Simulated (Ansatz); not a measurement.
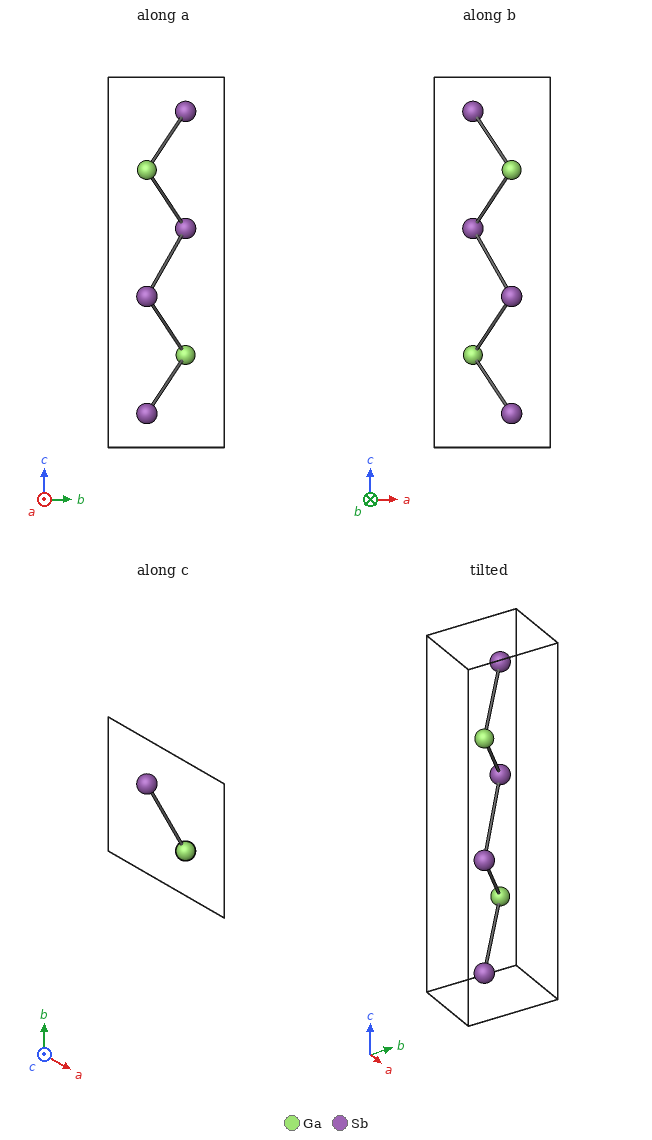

The image is a ball-and-stick drawing of a crystal, viewed along the a axis, along the b axis, along the c axis and slightly off an axis. The conventional unit cell is drawn as a box.

Lattice parameters: a = 4.071 Å, b = 4.071 Å, c = 11.235 Å, α = 90.00°, β = 90.00°, γ = 120.00°. Put a along x and b in the xy plane.

Q: Set out the cell and atoms as a POSCAR file, with free fractional coordinates to two decimals.

A:
```
Ga Sb
1.0
     4.071    0.000    0.000
    -2.035    3.525    0.000
     0.000    0.000   11.235
Ga Sb
2 4
Direct
  0.3333 0.6667 0.25
  0.6667 0.3333 0.75
  0.3333 0.6667 0.59
  0.6667 0.3333 0.09
  0.3333 0.6667 0.91
  0.6667 0.3333 0.41
```

The initial geometry was a structure type filled with these elements by a generator (whether the compound takes this form wasn't checked). This is the structure after a relaxation with DFT PBE, scalar-relativistic, plane waves, PAW in Ansatz.
